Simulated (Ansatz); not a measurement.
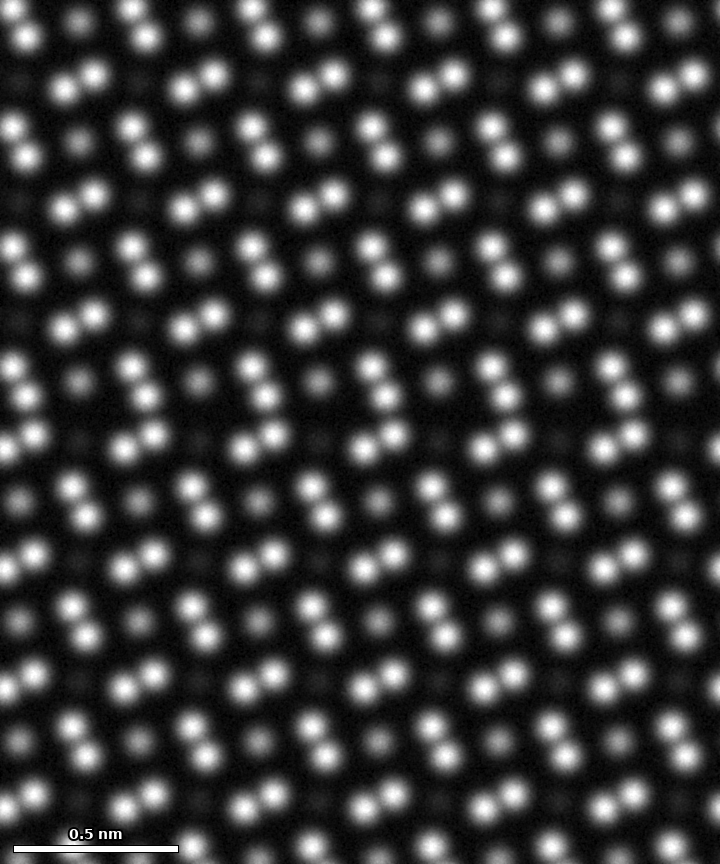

Z-contrast image of Al2CdAu4 (I-4, No. 82) along [001]. The image is simulated as a sum over atoms of Z^1.7, blurred by a 0.61 Å probe (no channelling). The display is stretched by a gamma of 0.65; percentages refer to the linear signal. Shot noise was added.

One planar defect was built into the perfect crystal by geometry alone, without relaxation. Host structure: the end point of a relaxation with DFT, PAW plane waves, r2scan (Ansatz); the starting structure was generated, so it need not be a known form of this composition.

> Find the planar defect and say what kind it is.

A planar fault (a stacking fault or antiphase boundary) runs horizontally about 13 Å below the top edge. The part above it is shifted along the boundary by 1/2 of the 3.66 Å repeat of the rows (1.8 Å to the right, the same as to the left); both parts keep the same orientation.
